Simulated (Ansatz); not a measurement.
# Dielectric response of CeO2 (111) films, part 2 of 6

How well do thin fluorite CeO2 (111) films screen a perpendicular field?

Ansatz 0.2.0; plane-wave DFT, PBE, Ansatz PAW (the session's first sound run).

So far. Step 2 (Relaxing the film, 6 atoms, units 2): The gap is 1.86 eV, with the valence edge 6.34 eV and the conduction edge 4.48 eV under the upper vacuum level.

## 3. Single point on the relaxed film, 6 atoms, units 2

The film was relaxed beforehand; a single point on the relaxed positions gives its levels and potential.

File input.yaml:

```yaml
crystal:
  lattice:
    - [3.8254476898, -2.9e-09, 0.0]
    - [-1.9127238424, 3.3129348816, 0.0]
    - [0.0, 0.0, 22.6851974345]
  atoms:
    - { symbol: O, position: [0.6666666667, 0.3333333333, 0.3960770943] }
    - { symbol: Ce, position: [0.3333333333, 0.6666666667, 0.4307018982] }
    - { symbol: O, position: [0.0, 0.0, 0.4666505306] }
    - { symbol: O, position: [0.3333333333, 0.6666666667, 0.5333494602] }
    - { symbol: Ce, position: [0.0, 0.0, 0.5692981056] }
    - { symbol: O, position: [0.6666666667, 0.3333333333, 0.6039229111] }
kpoints:
  mp_grid: { grid: [12, 12, 1] }
hamiltonian:
  xc: pbe
scf:
  occupations: { method: fixed }
  convergence: { dr2_threshold: 1.0e-09 }
efield:
  axis: 3
  dipole_correction: true
  ramp_position: 0.97
  ramp_width: 0.06
output:
  eigenvalues: true
  write_potential: true
  write_density: true
  volumetric_format: npy
```

Run with:

```
> ansatz run input.yaml --threads 4 --pin off --max-ram 16384MiB --backend cpu --events-out ev --progress --plain --runs-dir out
```

Numbers of over 12 decimals in the logs are rounded to 6 here.

Output:

```text
[...]
Crystal: 6 atoms, lattice volume = 287.500 Å³
Basis set: ecut = 420 eV, 5643 PW (Γ)
Bands: 30, of which v1, the nominal top of the filled ones, is band 24 counted from 1 (23 counted from 0)
Symmetry: 6 space group operations
k-points: 19 of 144 (time reversal used)
[...]
SCF iter   1: F=—  HF=-15430.653291 eV  |F-HF|=—  |Δ(HF+E_count)|=         —  Δρ=3.00e-3  dr2=2.75e-2  ethr=1.77e-3  p=0.000 e·Å  D=3.01e-8 V/Å  ΔV_dip=-0.00 eV  dr2_dipole=1.65e-8  V_vac-E_F(+/−)=5.96/5.96 eV  ⟨swp⟩=3.6  Hψ=2265  notcnv=0  defer=16
[...]
SCF iter  13: F=-15430.665910 eV  HF=-15430.665910 eV  |F-HF|=5.09e-11  |Δ(HF+E_count)|=   1.08e-9  Δρ=3.17e-7  dr2=3.19e-10  ethr=2.08e-12  p=-0.000 e·Å  D=-5.29e-8 V/Å  ΔV_dip=0.00 eV  dr2_dipole=4.80e-13  V_vac-E_F(+/−)=6.34/6.34 eV  ⟨swp⟩=7.7  Hψ=1795  notcnv=0
SCF 1 converged in 13 iterations: F = -15430.665910 eV  dr2 = 3.19e-10
[...]
SCF converged after 13 iterations
[...]
Free energy (F): -15430.665910 eV
[...]
Internal energy: -15430.665910 eV  (E = F + TS)
E sigma→0 (E₀):  -15430.665910 eV
Fermi energy:    -1.485913 eV
Dipole field:    D = 0.000001 V/Å  (p = 0.000001 e·Å, saw-weighted, corrected)
Work function:   Φ+ = 6.3449 eV   Φ− = 6.3449 eV
[...]
--- Band table (eV; the first three rows and the last of 19) ---
  k-point 0: bands = [... 20 lower, -2.0181, -2.0181, -1.9566, -1.9566, 0.3786, 0.5221, 0.5221, 0.5990, ... 2 higher]
  k-point 1: bands = [... 20 lower, -2.0966, -1.9805, -1.8862, -1.8019, 0.3878, 0.5182, 0.5280, 0.5988, ... 2 higher]
  k-point 2: bands = [... 20 lower, -2.1894, -1.9470, -1.8167, -1.5936, 0.4120, 0.5079, 0.5453, 0.5979, ... 2 higher]
  k-point 18: bands = [... 20 lower, -2.2086, -1.9684, -1.9684, -1.5655, 0.4495, 0.5359, 0.5359, 0.5412, ... 2 higher]
```

The job ended after 6.3 s (4 threads of Arm Neoverse V1, shared host; peak memory 0.61 GiB; 24 s of CPU time).

This step gave:

| Quantity | Value |
| --- | --- |
| dipole along the normal | 1.15e-6 e·Å |

Running mean over 3.123 Å of the planar mean; the ramp of the sawtooth is left out. The electron's electrostatic potential energy less the highest filled level by z:

| z (Å) | electron's electrostatic potential energy less the highest filled level (eV) |
| --- | --- |
| 3 | 6.34 |
| 4 | 6.34 |
| 5 | 6.34 |
| 6 | 6.32 |
| 7 | 5.79 |
| 8 | 1.60 |
| 9 | -3.58 |
| 10 | -5.23 |
| 11 | -5.18 |
| 12 | -5.22 |
| 13 | -5.14 |
| 14 | -2.11 |
| 15 | 3.30 |
| 16 | 6.16 |
| 17 | 6.34 |
| 18 | 6.34 |
| 19 | 6.34 |

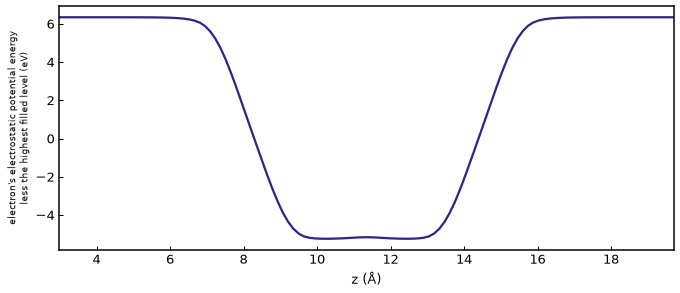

Electron's electrostatic potential energy less the highest filled level against z.

The gap is 1.86 eV, with the valence edge 6.34 eV and the conduction edge 4.48 eV under the upper vacuum level.

## 4. Atoms held, 6 atoms, units 2, field 0.05 V/Å

A sawtooth potential applies the field, turning back in the middle of the vacuum. With the dipole correction the typed value is the field outside the slab. The induced dipole is small, so the SCF threshold is tight.

Edit input.yaml of step 3 so:

```diff
@@ -18,3 +18,3 @@
   occupations: { method: fixed }
-  convergence: { dr2_threshold: 1.0e-09 }
+  convergence: { dr2_threshold: 1.0e-10 }
 efield:
@@ -24,4 +24,4 @@
   ramp_width: 0.06
+  amplitude: 0.05
 output:
-  eigenvalues: true
   write_potential: true
```

Output:

```text
[...]
Crystal: 6 atoms, lattice volume = 287.500 Å³
Basis set: ecut = 420 eV, 5643 PW (Γ)
Bands: 30, of which v1, the nominal top of the filled ones, is band 24 counted from 1 (23 counted from 0)
Symmetry: 6 space group operations
k-points: 19 of 144 (time reversal used)
[...]
SCF iter   1: F=—  HF=-15442.548369 eV  |F-HF|=—  |Δ(HF+E_count)|=         —  Δρ=1.19e-1  dr2=4.86e1  ethr=3.10e-3  p=0.025 e·Å  D=1.59e-2 V/Å  ΔV_dip=-0.36 eV  dr2_dipole=1.66e-4  V_vac-E_F(+/−)=13.25/12.57 eV  ⟨swp⟩=7.1  Hψ=2733  notcnv=0  defer=25
[...]
SCF iter  21: F=-15430.666401 eV  HF=-15430.666401 eV  |F-HF|=2.55e-11  |Δ(HF+E_count)|=  7.28e-12  Δρ=1.12e-7  dr2=3.82e-11  ethr=1.00e-12  p=0.020 e·Å  D=1.24e-2 V/Å  ΔV_dip=-0.28 eV  dr2_dipole=5.94e-14  V_vac-E_F(+/−)=6.70/5.95 eV  ⟨swp⟩=13.2  Hψ=2638  notcnv=0
SCF 1 converged in 21 iterations: F = -15430.666401 eV  dr2 = 3.82e-11
[...]
SCF converged after 21 iterations
[...]
Free energy (F): -15430.666401 eV
[...]
Internal energy: -15430.666401 eV  (E = F + TS)
E sigma→0 (E₀):  -15430.666401 eV
Fermi energy:    -1.485767 eV
Dipole field:    D = 0.012372 V/Å  (p = 0.019657 e·Å, saw-weighted, corrected)
Work function:   not extracted (applied field tilts the vacuum); planar V_es + V_field profile in the machine report
[...]
--- Band table (eV; the first three rows and the last of 19) ---
  k-point 0: bands = [... 20 lower, -2.0200, -2.0200, -1.9549, -1.9549, 0.3782, 0.5210, 0.5210, 0.5998, ... 2 higher]
  k-point 1: bands = [... 20 lower, -2.0973, -1.9810, -1.8857, -1.8014, 0.3874, 0.5172, 0.5270, 0.5996, ... 2 higher]
  k-point 2: bands = [... 20 lower, -2.1898, -1.9471, -1.8165, -1.5934, 0.4116, 0.5070, 0.5445, 0.5984, ... 2 higher]
  k-point 18: bands = [... 20 lower, -2.2083, -1.9694, -1.9664, -1.5655, 0.4491, 0.5274, 0.5343, 0.5433, ... 2 higher]
```

It took 9.9 s on 4 threads; peak memory 0.59 GiB.

This step gave:

- gap on the k-mesh: 1.864 eV
- dipole along the normal: 0.01966 e·Å

The dipole is 0.0197 e·Å, and the gap on the mesh 1.864 eV.

## 5. Single point, 6 atoms, units 2, field -0.05 V/Å

Edit input.yaml of step 4 so:

```diff
@@ -24,3 +24,3 @@
   ramp_width: 0.06
-  amplitude: 0.05
+  amplitude: -0.05
 output:
```

Output:

```text
[...]
Crystal: 6 atoms, lattice volume = 287.500 Å³
Basis set: ecut = 420 eV, 5643 PW (Γ)
Bands: 30, of which v1, the nominal top of the filled ones, is band 24 counted from 1 (23 counted from 0)
Symmetry: 6 space group operations
k-points: 19 of 144 (time reversal used)
[...]
k-point 0: bands = [... 20 lower, -2.0200, -2.0200, -1.9549, -1.9549, 0.3782, 0.5210, 0.5210, 0.5998, ... 2 higher]
  k-point 1: bands = [... 20 lower, -2.0973, -1.9810, -1.8857, -1.8014, 0.3874, 0.5172, 0.5270, 0.5996, ... 2 higher]
  k-point 2: bands = [... 20 lower, -2.1898, -1.9471, -1.8165, -1.5934, 0.4116, 0.5070, 0.5445, 0.5984, ... 2 higher]
  k-point 18: bands = [... 20 lower, -2.2083, -1.9694, -1.9664, -1.5655, 0.4491, 0.5274, 0.5343, 0.5433, ... 2 higher]
[key lines of the parts left out:]
SCF converged after 21 iterations
Free energy (F): -15430.666401 eV
Fermi energy:    -1.485767 eV
Dipole field:    D = -0.012371 V/Å  (p = -0.019656 e·Å, saw-weighted, corrected)
```

Elapsed: 10 s, on 4 threads; peak memory 0.6 GiB; 39 s of CPU time.

The dipole is -0.0197 e·Å, and the gap on the mesh 1.864 eV.

## 6. Response with the atoms held, 6 atoms, units 2

This step: plane-wave DFT, PBE, Ansatz PAW; response to a field along the normal, atoms held (Ansatz 0.2.0).

The two fields give this film's response with the atoms held: the electronic part.

This step gave:

```yaml
equivalent_conductor_thickness_p_eps_0ae: 5.613 Å
distance_between_the_outer_atoms: 4.715 Å
thickness: 6.247 Å
```

Local field over the applied field, running mean. From the potentials at -0.05 and 0.05 V/Å; running mean over 3.123 Å, taken twice. The local field over applied field by z:

| z (Å) | local field over applied field |
| --- | --- |
| 5 | 0.988 |
| 6 | 0.937 |
| 7 | 0.805 |
| 8 | 0.597 |
| 9 | 0.373 |
| 10 | 0.215 |
| 11 | 0.144 |
| 12 | 0.157 |
| 13 | 0.255 |
| 14 | 0.439 |
| 15 | 0.669 |
| 16 | 0.856 |
| 17 | 0.960 |
| 18 | 0.994 |

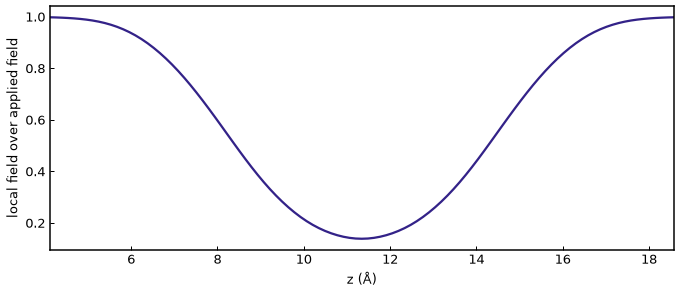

Local field over applied field, plotted against z.

The induced electron density oscillates, so the rows of the table below give means over windows of 1 Å about each position, cut where the curve ends. Its maxima inside the range that stand out by 2 % of the span (Å: e/Å³ per V/Å): 8.4: 0.00314, 9.1: 0.00214, 9.9: 5.7e-4, 10.9: 4.4e-4, 12.2: 0.00120, 13.0: 7.9e-5, 13.9: -0.00189. Its minima: 8.8: 0.00189, 9.6: -7.9e-5, 10.5: -0.00120, 11.8: -4.4e-4, 12.8: -5.7e-4, 13.6: -0.00214, 14.3: -0.00314.

Electrons, planar mean, per unit field. Induced electron density against z; means over each step:

| z (Å) | induced electron density (e/Å³ per V/Å) |
| --- | --- |
| 5 | 9.4e-6 |
| 6 | 9.1e-5 |
| 7 | 6.6e-4 |
| 8 | 0.00252 |
| 9 | 0.00168 |
| 10 | -1.8e-4 |
| 11 | -2.9e-5 |
| 12 | 3.2e-4 |
| 13 | -3.4e-4 |
| 14 | -0.00241 |
| 15 | -0.00190 |
| 16 | -3.7e-4 |
| 17 | -4.6e-5 |
| 18 | -4.5e-6 |

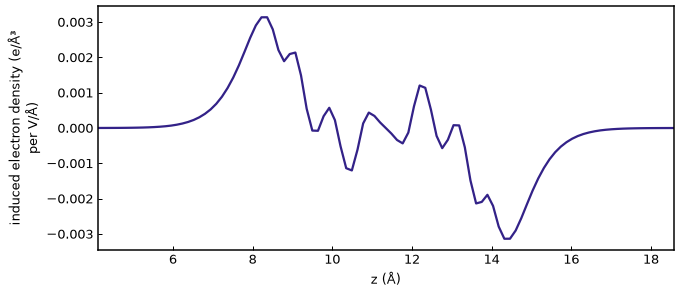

Induced electron density, plotted against z.

By hand: between -0.05 and 0.05 V/Å the dipole changes by 0.03931 e·Å, a slope of 0.3931 e·Å²/V. A perfect conductor of thickness t has p = ε₀AEt, so t = 180.95 × 0.3931 / 12.673 = 5.61 Å (e/ε₀ = 180.95 V·Å, A in Å²).

The induced dipole is that of a conductor 5.61 Å thick.

## 7. Relaxing in the field, 6 atoms, field 0.05 V/Å

This step: plane-wave DFT, PBE, Ansatz PAW (Ansatz 0.2.0).

Now the atoms may follow the field. A weak field makes forces of meV/Å to tens of meV/Å, so the force tolerance is set well below the usual one.

Edit input.yaml of step 5 so:

```diff
@@ -24,3 +24,6 @@
   ramp_width: 0.06
-  amplitude: -0.05
+  amplitude: 0.05
+relax:
+  f_tol: 0.0006
+  max_steps: 70
 output:
```

Output:

```text
[...]
Crystal: 6 atoms, lattice volume = 287.500 Å³
Basis set: ecut = 420 eV, 5643 PW (Γ), exchange–correlation on 54×54×320 points (8 copies of the dense FFT grid, shifted against one another)
Bands: 30, of which v1, the nominal top of the filled ones, is band 24 counted from 1 (23 counted from 0)
Symmetry: 6 space group operations
k-points: 19 of 144 (time reversal used)
[...]
SCF iter   1: F=—  HF=-15442.548047 eV  |F-HF|=—  |Δ(HF+E_count)|=         —  Δρ=1.19e-1  dr2=4.86e1  ethr=3.10e-3  p=0.025 e·Å  D=1.59e-2 V/Å  ΔV_dip=-0.36 eV  dr2_dipole=1.66e-4  V_vac-E_F(+/−)=13.25/12.57 eV  ⟨swp⟩=7.1  Hψ=2737  notcnv=0  defer=25
[...]
SCF iter  20: F=-15430.666316 eV  HF=-15430.666316 eV  |F-HF|=3.64e-11  |Δ(HF+E_count)|=  2.18e-11  Δρ=1.63e-7  dr2=8.18e-11  ethr=1.00e-12  p=0.020 e·Å  D=1.24e-2 V/Å  ΔV_dip=-0.28 eV  dr2_dipole=7.55e-15  V_vac-E_F(+/−)=6.70/5.95 eV  ⟨swp⟩=8.8  Hψ=3554  notcnv=0
SCF 1 converged in 20 iterations: F = -15430.666316 eV  dr2 = 8.18e-11
[...]
relax step   1: F+E_penalty+E_count = -15430.66631600 eV  Δ(F+E_penalty+E_count) = +0.000e0 eV  max|allowed force component| = 3.943e-2 eV/Å  Δτ_max = 0.0000 Å  (20 SCF iters, accepted)
[...]
SCF iter  12: F=-15430.666274 eV  HF=-15430.666274 eV  |F-HF|=4.00e-11  |Δ(HF+E_count)|=  7.46e-11  Δρ=1.28e-7  dr2=2.78e-11  ethr=1.00e-12  p=0.027 e·Å  D=1.72e-2 V/Å  ΔV_dip=-0.39 eV  dr2_dipole=2.24e-12  V_vac-E_F(+/−)=6.65/6.01 eV  ⟨swp⟩=8.8  Hψ=3537  notcnv=0
SCF 2 converged in 12 iterations: F = -15430.666274 eV  dr2 = 2.78e-11
[...]
relax step   2: F+E_penalty+E_count = -15430.66627385 eV  Δ(F+E_penalty+E_count) = +4.214e-5 eV  max|allowed force component| = 4.401e-2 eV/Å  Δτ_max = 0.0038 Å  (12 SCF iters, rejected (line search))
SCF iter   1: F=—  HF=-15430.666397 eV  |F-HF|=—  |Δ(HF+E_count)|=         —  Δρ=1.55e-4  dr2=1.89e-4  ethr=4.71e-6  p=0.027 e·Å  D=1.72e-2 V/Å  ΔV_dip=-0.39 eV  dr2_dipole=7.70e-5  V_vac-E_F(+/−)=6.65/6.01 eV  ⟨swp⟩=2.2  Hψ=1111  notcnv=0  defer=67
[...]
SCF iter  11: F=-15430.666404 eV  HF=-15430.666404 eV  |F-HF|=9.09e-12  |Δ(HF+E_count)|=  4.73e-11  Δρ=1.41e-7  dr2=4.87e-11  ethr=1.00e-12  p=0.023 e·Å  D=1.46e-2 V/Å  ΔV_dip=-0.33 eV  dr2_dipole=4.73e-14  V_vac-E_F(+/−)=6.68/5.98 eV  ⟨swp⟩=6.9  Hψ=3728  notcnv=0
SCF 3 converged in 11 iterations: F = -15430.666404 eV  dr2 = 4.87e-11
relax step   3: F+E_penalty+E_count = -15430.66640372 eV  Δ(F+E_penalty+E_count) = -8.772e-5 eV  max|allowed force component| = 4.647e-4 eV/Å  Δτ_max = 0.0015 Å  (11 SCF iters, accepted)
SCF iter   1: F=—  HF=-15430.666404 eV  |F-HF|=—  |Δ(HF+E_count)|=         —  Δρ=2.15e-6  dr2=4.82e-8  ethr=4.99e-10  p=0.023 e·Å  D=1.46e-2 V/Å  ΔV_dip=-0.33 eV  dr2_dipole=3.06e-9  V_vac-E_F(+/−)=6.68/5.98 eV  ⟨swp⟩=3.4  Hψ=1653  notcnv=0  defer=18
[...]
SCF iter   5: F=-15430.666404 eV  HF=-15430.666404 eV  |F-HF|=2.18e-11  |Δ(HF+E_count)|=  2.11e-10  Δρ=1.36e-7  dr2=5.83e-11  ethr=1.00e-12  p=0.023 e·Å  D=1.46e-2 V/Å  ΔV_dip=-0.33 eV  dr2_dipole=6.53e-12  V_vac-E_F(+/−)=6.68/5.98 eV  ⟨swp⟩=6.6  Hψ=3979  notcnv=0
SCF 4 converged in 5 iterations: F = -15430.666404 eV  dr2 = 5.83e-11
relax step   4: F+E_penalty+E_count = -15430.66640373 eV  Δ(F+E_penalty+E_count) = -1.488e-8 eV  max|allowed force component| = 9.242e-5 eV/Å  Δτ_max = 0.0000 Å  (5 SCF iters, accepted)
NSCF: frozen V_eff on 19 k-points
[...]
SCF converged after 5 iterations
[...]
Free energy (F): -15430.666404 eV
[...]
Internal energy: -15430.666404 eV  (E = F + TS)
E sigma→0 (E₀):  -15430.666404 eV
Fermi energy:    -1.486111 eV
Dipole field:    D = 0.014579 V/Å  (p = 0.023163 e·Å, saw-weighted, corrected)
Work function:   not extracted (applied field tilts the vacuum); planar V_es + V_field profile in the machine report
[...]
--- Forces (eV/Å), atoms counted from 1 ---
  atom   1  O      0.00000000     0.00000000     0.00001738
  atom   2  Ce     0.00000000     0.00000000    -0.00001656
  atom   3  O      0.00000000    -0.00000000    -0.00009126
  atom   4  O     -0.00000000     0.00000000     0.00002376
  atom   5  Ce    -0.00000000    -0.00000000     0.00005129
  atom   6  O      0.00000000    -0.00000000     0.00002241
  max |Σ_I F_I| component: 7.01e-6 eV/Å
--- Band table (eV; the first three rows and the last of 19) ---
  k-point 0: bands = [... 20 lower, -2.0183, -2.0183, -1.9567, -1.9567, 0.3784, 0.5219, 0.5219, 0.5988, ... 2 higher]
  k-point 1: bands = [... 20 lower, -2.0968, -1.9807, -1.8863, -1.8020, 0.3876, 0.5180, 0.5277, 0.5987, ... 2 higher]
  k-point 2: bands = [... 20 lower, -2.1895, -1.9472, -1.8168, -1.5938, 0.4118, 0.5077, 0.5450, 0.5977, ... 2 higher]
  k-point 18: bands = [... 20 lower, -2.2088, -1.9715, -1.9655, -1.5657, 0.4493, 0.5344, 0.5363, 0.5412, ... 2 higher]
--- Relaxed structure (4 steps of the walk, 3 accepted, 0 SCFs on fresh bases) ---
  F+E_penalty+E_count = -15430.66640373 eV   max|allowed force component| = 9.242e-5 eV/Å
  atoms:
    - { symbol: O, position: [0.666667, 0.333333, 0.396010] }
    - { symbol: Ce, position: [0.333333, 0.666667, 0.430766] }
    - { symbol: O, position: [0, 0, 0.466653] }
    - { symbol: O, position: [0.333333, 0.666667, 0.533353] }
    - { symbol: Ce, position: [0, 0, 0.569363] }
    - { symbol: O, position: [0.666667, 0.333333, 0.603856] }
```

It took 20 s on 4 threads; peak memory 0.58 GiB.

Hardly anything moved in the relaxation; the energy changed by under 0.2 meV an atom.

Numbers from this step:

```yaml
gap_on_the_k_mesh: 1.865 eV
dipole_along_the_normal: 0.02316 e·Å
```

The relaxation took 4 steps and lowered the energy by 8.8e-5 eV; the largest force on the free atoms ends at 9.2e-5 eV/Å.

The dipole is 0.0232 e·Å, and the gap on the mesh 1.865 eV.

## 8. Relaxing in the field, 6 atoms, field -0.05 V/Å

The opposite sign, again from the field-free geometry; the difference of the two cancels what relaxes without a field.

Edit input.yaml of step 7 so:

```diff
@@ -24,3 +24,3 @@
   ramp_width: 0.06
-  amplitude: 0.05
+  amplitude: -0.05
 relax:
```

Output:

```text
[...]
Crystal: 6 atoms, lattice volume = 287.500 Å³
Basis set: ecut = 420 eV, 5643 PW (Γ), exchange–correlation on 54×54×320 points (8 copies of the dense FFT grid, shifted against one another)
Bands: 30, of which v1, the nominal top of the filled ones, is band 24 counted from 1 (23 counted from 0)
Symmetry: 6 space group operations
k-points: 19 of 144 (time reversal used)
[...]
F+E_penalty+E_count = -15430.66640373 eV   max|allowed force component| = 9.285e-5 eV/Å
  atoms:
    - { symbol: O, position: [0.666667, 0.333333, 0.396144] }
    - { symbol: Ce, position: [0.333333, 0.666667, 0.430637] }
    - { symbol: O, position: [0, 0, 0.466647] }
    - { symbol: O, position: [0.333333, 0.666667, 0.533347] }
    - { symbol: Ce, position: [0, 0, 0.569234] }
    - { symbol: O, position: [0.666667, 0.333333, 0.603990] }
[key lines of the parts left out:]
SCF converged after 5 iterations
Free energy (F): -15430.666404 eV
Fermi energy:    -1.486111 eV
Dipole field:    D = -0.014579 V/Å  (p = -0.023163 e·Å, saw-weighted, corrected)
```

Wall time 21 s (4 threads); peak memory 0.59 GiB; 83 s of CPU time.

No atom moved by 0.005 Å in the relaxation.

The relaxation took 4 steps and lowered the energy by 8.8e-5 eV; the largest force on the free atoms ends at 9.3e-5 eV/Å.

The dipole is -0.0232 e·Å, and the gap on the mesh 1.865 eV.

## 9. Response with the atoms relaxed, 6 atoms, units 2

This step: plane-wave DFT, PBE, Ansatz PAW; response to a field along the normal, atoms relaxed (Ansatz 0.2.0).

The two relaxed runs give the static response.

This step gave:

```yaml
equivalent_conductor_thickness_p_eps_0ae: 6.614 Å
```

Local field over the applied field, running mean. From the potentials at -0.05 and 0.05 V/Å; running mean over 3.123 Å, taken twice. The local field over applied field by z:

| z (Å) | local field over applied field |
| --- | --- |
| 5 | 0.987 |
| 6 | 0.931 |
| 7 | 0.793 |
| 8 | 0.506 |
| 9 | 0.261 |
| 10 | 0.0479 |
| 11 | 0.0190 |
| 12 | 0.0138 |
| 13 | 0.0909 |
| 14 | 0.336 |
| 15 | 0.598 |
| 16 | 0.861 |
| 17 | 0.949 |
| 18 | 0.994 |

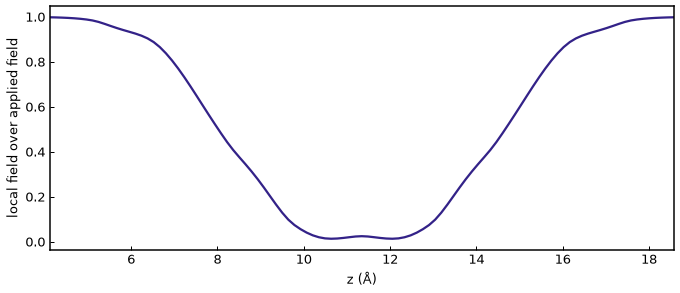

Local field over applied field, plotted against z.

The induced dipole is that of a conductor 6.61 Å thick.

[end of part 2 of 6]

[Logs are printed without paths, hosts, clocks, repeated set-up lines and the standing remarks that a program may print on its own settings, such as how far it seeks lower states.]

[Hosts, paths, dates, database ids (printed as entryN), source tags and the programs' standing remarks are cut or masked in the printed files.]

[Maps of the electrostatic potential energy from Ansatz leave out the sawtooth potential of an applied field or a dipole correction, so their vacuum need not be flat; planar profiles and work functions include it.]
